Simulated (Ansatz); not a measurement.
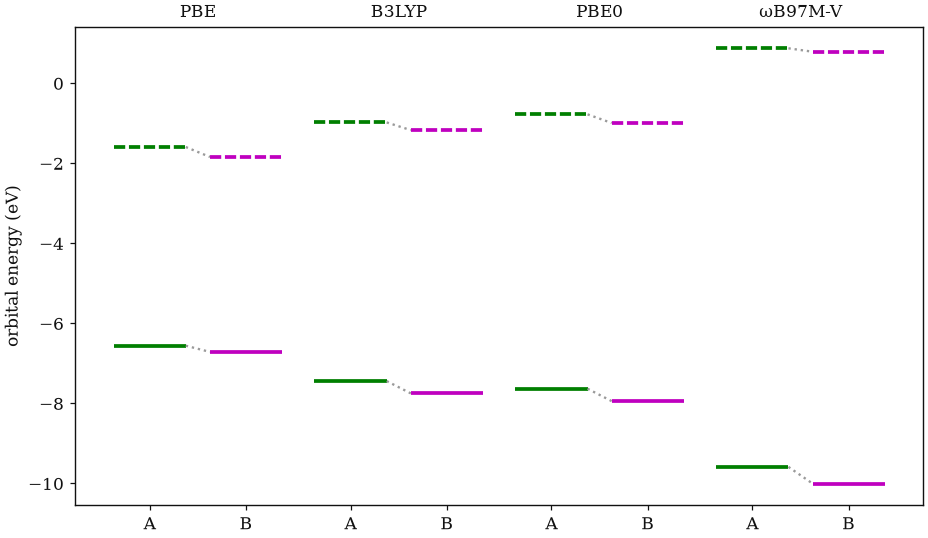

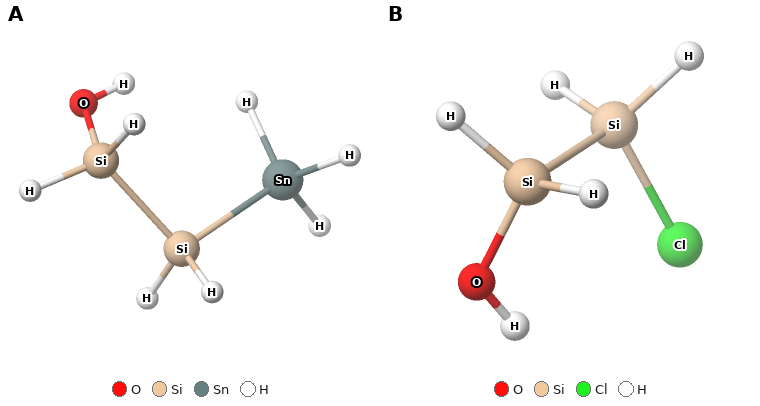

One change: A, SnSi₂H₈O (SMILES O[SiH2][SiH2][SnH3]), becomes B, Si₂H₅OCl (SMILES O[SiH2][SiH2]Cl). SnH₃ on Si is replaced by Cl. HOMO (solid) and LUMO (dashed) computed in def2-TZVPP at PBE0-D4/def2-TZVP geometries, both minima by their frequencies, gas phase, the Ansatz code 0.2.0. Empty levels above zero depend strongly on the basis.

**What does the change do to HOMO and LUMO?**

PBE: the HOMO falls by 0.16 eV, the LUMO falls by 0.25 eV, and the separation goes from 4.96 to 4.87 eV. B3LYP: the HOMO falls by 0.31 eV, the LUMO falls by 0.19 eV, and the separation goes from 6.46 to 6.58 eV. PBE0: the HOMO falls by 0.31 eV, the LUMO falls by 0.22 eV, and the separation goes from 6.86 to 6.95 eV. ωB97M-V: the HOMO falls by 0.42 eV, the LUMO falls by 0.09 eV, and the separation goes from 10.46 to 10.79 eV.

**Do the functionals agree on the effect?**

They agree on the direction for both levels; the HOMO shift lies between −0.42 and −0.16 eV and the LUMO shift between −0.25 and −0.09 eV, while the separations themselves differ by up to 5.9 eV between functionals.

Note: core potentials past krypton; spin-orbit coupling is left out, and with Sn it can shift these values; one conformer of each flexible molecule.
